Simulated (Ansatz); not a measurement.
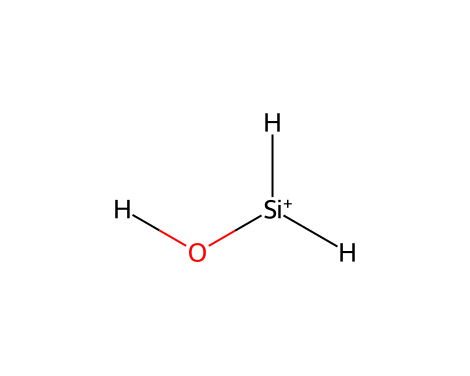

The species has charge +1 and is a spin singlet. The computed structure is the end point of a PBE0-D4/def2-TZVP optimisation. No frequency run is at hand to confirm it as a minimum. Level of theory: RKS PBE0-D4/def2-TZVPP (Ansatz 0.2.0).

Give the HOMO–LUMO gap at this level.

Answer. 7.90 eV.

Give the HOMO energy (Kohn–Sham orbital) at this level.

Answer. −16.74 eV.
